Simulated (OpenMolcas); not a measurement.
**One shape, several levels: triplet BGeH3Cl2**

Wanted: a comparison of 6 runs (UHF/3-21G, UHF/cc-pVDZ, U-r2SCAN/cc-pVDZ, UB3LYP/cc-pVDZ, UM06-L/cc-pVDZ, ROCCSD(T)/cc-pVDZ) of triplet BGeH3Cl2. 

The results are computed with OpenMolcas 26.06.

### Step 1. The system as given

BGeH3Cl2 has 7 atoms, charge 0, and is taken as a triplet. As SMILES of the parent species, `Cl[B](Cl)[GeH3]`. The shape is that of a PBE0-D4/def2-TZVP optimisation. That shape belongs to the parent species and isn't relaxed for this state.

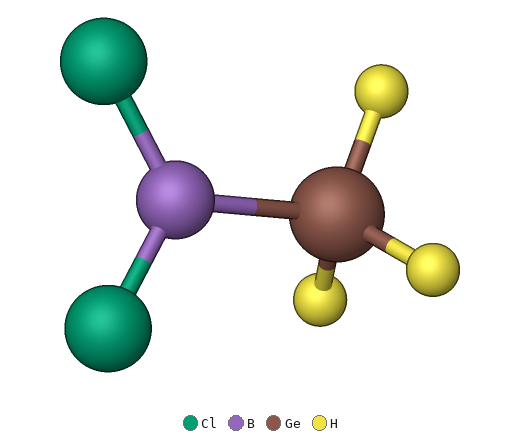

Viewed from a chosen angle; chlorine teal, boron purple, germanium brown, hydrogen yellow.

### Step 2. The energy at UHF/3-21G (run 1)

Contents of coord.xyz:

```xyz
7

Cl     1.749500    -1.428200     1.208700
B      0.206400    -1.021900     0.511500
Cl    -1.082400    -2.191800     0.604700
Ge    -0.123100     0.798500    -0.412200
H     -0.556200     0.560600    -1.868300
H     -1.266100     1.534300     0.306700
H      1.133300     1.680500    -0.396700
```

Contents of test.input:

```
&GATEWAY
  BasLib = $CurrDir
  Coord = coord.xyz
  Basis = 3-21G
  Group = NoSym

&SEWARD

&SCF
  UHF
  Spin = 3
  Thresholds = 1e-10 1e-07 1e-07 1e-05
  PrOrbitals = 1 2
```

The basis set 3-21G is read from a file made from the Basis Set Exchange's data (not shown).

Run with:

```console
$ export MOLCAS_MEM=1860
$ pymolcas test.input > test.log
```

Standard output:

```text
--- Start Module: gateway ---
[...]
--- Stop Module: gateway /rc=_RC_ALL_IS_WELL_ ---
--- Start Module: seward ---
[...]
      Basis functions           63
--- Stop Module: seward /rc=_RC_ALL_IS_WELL_ ---
[...]
--- Start Module: scf ---
[...]
       Convergence after  22 Iterations
[...]
::    Total SCF energy                              -3006.1058658274
[...]
      Total spin, S                                     1.0045998705
[...]
      Total electronic charge=   74.000000
      Total            charge=   -0.000000
[...]
      Dipole Moment (debye):
      Origin of the operator (angstrom)=    0.1001   -0.4751    0.2318
                   X= -5.4385E-01               Y=  3.8547E+00               Z= -1.9071E+00           Total=  4.3349E+00
      Quadrupole Moment (debye*angstrom):
[...]
--- Stop Module: scf /rc=_RC_ALL_IS_WELL_ ---
[...]
```

Run time: 9.6 s. Hardware: 1 thread of AMD EPYC 7R43 (Zen 3), shared host; peak memory 0.4 GiB.

### Step 3. The energy at UHF/cc-pVDZ (run 2)

Contents of mol.input:

```
>>> EXPORT MOLCAS_PRINT=2

&GATEWAY
  BasLib
  $CurrDir
  Coord
  7
  bohr
  Cl     3.30607586    -2.69890685     2.28411197
  B      0.39003947    -1.93111113     0.96659491
  Cl    -2.04543956    -4.14190172     1.14271739
  Ge    -0.23262529     1.50894631    -0.77894511
  H     -1.05106567     1.05938047    -3.53057532
  H     -2.39258225     2.89940679     0.57957900
  H      2.14162662     3.17568475    -0.74965435
  Basis
  cc-pVDZ
  Group
  NoSym

&SEWARD

&SCF
  UHF
  Spin
  3
  Thresholds
  1e-10 1e-07 1e-07 1e-05
  PrOrbitals
  0
```

The basis set cc-pVDZ is read from a file made from the Basis Set Exchange's data (not shown).

Run with:

```console
$ export MOLCAS_MEM=1860
$ pymolcas mol.input > mol.log
```

Standard output:

```text
--- Start Module: gateway ---
[...]
--- Stop Module: gateway /rc=_RC_ALL_IS_WELL_ ---
--- Start Module: seward ---
[...]
      Basis functions           92
--- Stop Module: seward /rc=_RC_ALL_IS_WELL_ ---
[...]
--- Start Module: scf ---
[...]
       Convergence after  22 Iterations
[...]
::    Total SCF energy                              -3020.6885253579
[...]
      Total spin, S                                     1.0050302641
[...]
      Total electronic charge=   74.000000
      Total            charge=   -0.000000
[...]
      Dipole Moment (debye):
      Origin of the operator (angstrom)=    0.1001   -0.4751    0.2318
                   X= -4.5544E-01               Y=  3.0787E+00               Z= -1.5299E+00           Total=  3.4679E+00
      Quadrupole Moment (debye*angstrom):
[...]
--- Stop Module: scf /rc=_RC_ALL_IS_WELL_ ---
[...]
```

Wall time 24 s (1 thread of AMD EPYC 7R43 (Zen 3), shared host); peak memory 0.5 GiB.

Runs 3 to 5 aren't shown in full; the table further down has their settings and results.

### Step 4. The energy at ROCCSD(T)/cc-pVDZ (run 6)

Contents of mol.input:

```
* BCl2GeH3 CCSD(T)
>>> EXPORT MOLCAS_PRINT=2
&GATEWAY
BasLib=$CurrDir
Coord
7
bohr
Cl     3.30607586    -2.69890685     2.28411197
B      0.39003947    -1.93111113     0.96659491
Cl    -2.04543956    -4.14190172     1.14271739
Ge    -0.23262529     1.50894631    -0.77894511
H     -1.05106567     1.05938047    -3.53057532
H     -2.39258225     2.89940679     0.57957900
H      2.14162662     3.17568475    -0.74965435
Basis=cc-pVDZ
Group=NoSym
&SEWARD
&SCF
UHF
Spin=3
Thresholds=1e-10 1e-07 1e-07 1e-05
PrOrbitals=1
&RASSCF
FileOrb=$Project.UnaOrb
Spin=3
Nactel=2 0 0
Inactive=36
Ras2=2
OutOrbitals=Canonical
OrbListing=NoCore
&MOTRA
JobIph
Frozen=20
&CCSDT
CCT
Triples=3
Iterations=80
Accuracy=1e-08
Extrapolation=5 4
```

The basis set cc-pVDZ is read from a file made from the Basis Set Exchange's data (not shown).

Run with:

```console
$ export MOLCAS_MEM=1860
$ pymolcas mol.input > mol.log
```

Standard output:

```text
--- Start Module: gateway ---
[...]
--- Stop Module: gateway /rc=_RC_ALL_IS_WELL_ ---
[...]
      Basis functions           92
[...]
       Convergence after  22 Iterations
[...]
::    Total SCF energy                              -3020.6885253579
[...]
      Total spin, S                                     1.0050302641
[...]
      Number of active orbitals                  2
[...]
      Spin quantum number                      1.0
[...]
      Active orbitals                            2
[...]
      Number of CSFs                             1
[...]
      Number of root(s) required                 1
[...]
      Convergence after 11 iterations
[...]
      printout of CI-coefficients larger than  0.05 for root  1
      energy=   -3020.683848
      conf/sym  11     Coeff  Weight
             1  uu   1.00000 1.00000
      Natural orbitals and occupation numbers for root  1
      sym 1:   1.000000   1.000000
      ************************************************************************************************************************
      *                                                    Final results                                                     *
[...]
::    RASSCF root number  1 Total energy:  -3020.68384832
[...]
      Total electronic charge=   74.000000
      Total            charge=   -0.000000
[...]
      Dipole Moment (debye):
      Origin of the operator (angstrom)=    0.1001   -0.4751    0.2318
                   X= -4.4823E-01               Y=  3.0884E+00               Z= -1.5322E+00           Total=  3.4766E+00
      Quadrupole Moment (debye*angstrom):
[...]
--- Start Module: motra ---
[...]
      *** WARNING: Default frozen orbitals is overwritten by user input.
      *** Default values:  25
[...]
--- Stop Module: motra /rc=_RC_ALL_IS_WELL_ ---
[...]
--- Start Module: ccsdt ---
[...]
      Convergence after                    23  Iterations
      Total energy (diff) :   -3021.20159632       0.00000001
[...]
 METHOD                       : CCSD+T(CCSD)+<T3(1)WT1>+<T3(1)UT2> = CCSD(T)
[...]
       CCSD     =     -3021.2015963207759
[...]
--- Stop Module: ccsdt /rc=_RC_ALL_IS_WELL_ ---
[...]
```

Run time: 1.9 min. Hardware: 1 thread of AMD EPYC 7R43 (Zen 3), shared host; peak memory 0.5 GiB.

### Step 5. All runs side by side

| run | level | integration grid | frozen core orbitals | energy (Eh) | dipole moment (D) | HOMO energy (eV) | ⟨S²⟩ | wall time |
| --- | --- | --- | --- | --- | --- | --- | --- | --- |
| 1 | UHF/3-21G | – | – | -3006.105866 | 4.33 | -7.47 | 2.014 | 9.6 s |
| 2 | UHF/cc-pVDZ | – | – | -3020.688525 | 3.47 | -7.11 | 2.015 | 24 s |
| 3 | U-r2SCAN/cc-pVDZ | UltraFine | – | -3023.869851 | 1.94 | -3.44 | 2.008 | 2.1 min |
| 4 | UB3LYP/cc-pVDZ | UltraFine | – | -3024.026285 | 1.81 | -3.88 | 2.005 | 1.7 min |
| 5 | UM06-L/cc-pVDZ | UltraFine | – | -3023.890276 | 2.18 | -3.25 | 2.007 | 2.5 min |
| 6 | ROCCSD(T)/cc-pVDZ | – | 20 | -3021.216787 | – | – | – | 1.9 min |

### Step 6. What came out

```
             quantity           value
  run 6: total energy  -3021.21679 Eh
run 6: (T) correction      -15.19 mEh
```

What this shows: Over runs 1, 2, 3, 4, 5 the dipole moment (its size) runs from 1.81 D (UB3LYP/cc-pVDZ) to 4.33 D (UHF/3-21G). The two ends differ in method and basis. Totals of different functionals can't be ranked against each other. All runs together took 8.8 min, the longest 2.5 min.
